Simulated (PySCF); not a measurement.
Input

```
{"job": {"kind": "nmr", "xc": "PBE0", "basis": "pcSseg-1"}, "charge": 0, "multiplicity": 1}
C      2.869026     0.863371    -0.434450
O      2.227718    -0.391390    -0.403808
C      0.899415    -0.378455    -0.094866
C      0.041396     0.603102     0.183486
F      0.252520     1.936092     0.188799
N     -1.230637     0.161616     0.579436
C     -2.376087     0.947109     0.180865
C     -1.277498    -1.259519     0.243045
C      0.186653    -1.697139     0.078327
H      3.911644     0.661352    -0.672863
H      2.804308     1.365947     0.535202
H      2.436380     1.514555    -1.200061
H     -2.591393     0.864398    -0.894179
H     -3.245214     0.602977     0.740502
H     -2.189530     1.990491     0.426581
H     -1.835002    -1.407288    -0.693491
H     -1.792232    -1.803767     1.037133
H      0.341036    -2.355484    -0.776187
H      0.557694    -2.208717     0.969066
```

Launched as:

```sh
OMP_NUM_THREADS=1 python probes_run.py task.json out
```

Geometry: GFN2-xTB.

All numbers below come from PBE0/pcSseg-1, SCF density, gas phase, non-relativistic in PySCF 2.14.0.

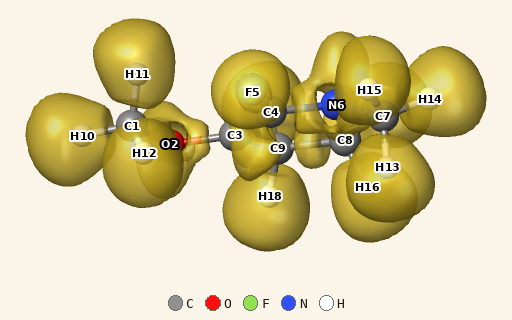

C6H10FNO (SMILES COC1=C(F)N(C)CC1). Isosurface of the electron localisation function at 0.75 (yellow), seen from one side. Core shells and regions of very low density are left out.

Q: Where are the electrons localised?

A: The surface consists of three regions between bonded C–C atoms (shared pairs), ten regions around hydrogen nuclei, one region on F in which the atom's valence shell and bonds are merged, one region on N in which the atom's valence shell and bonds are merged and one region on O in which the atom's valence shell and bonds are merged. Along the contacts the grid gives the following. C–C (1.33 Å): the ELF peaks at about 0.90 between the atoms (a short, multiple covalent bond). C–F (1.35 Å): the ELF peaks at about 0.85 between the atoms; a polar covalent bond.
